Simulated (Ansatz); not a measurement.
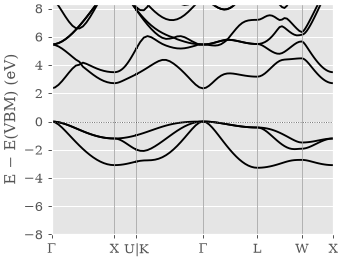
Fig. 1. Band structure from DFT-PBEsol in the program Ansatz with PAW potentials

Q: Read off the gap and where the band edges lie.

A: About 2.3 eV (2.35 eV by a search for the band edges); maximum at Γ, minimum at Γ.

The material is MgTe (zinc blende, space group No. 216).

Space group F-43m (zinc blende). The cell was relaxed with PBEsol under the symmetry of its start. Scalar-relativistic: spin–orbit coupling is off unless named, which matters more the heavier the elements.

Potentials: the later of the program's two PAW sets.
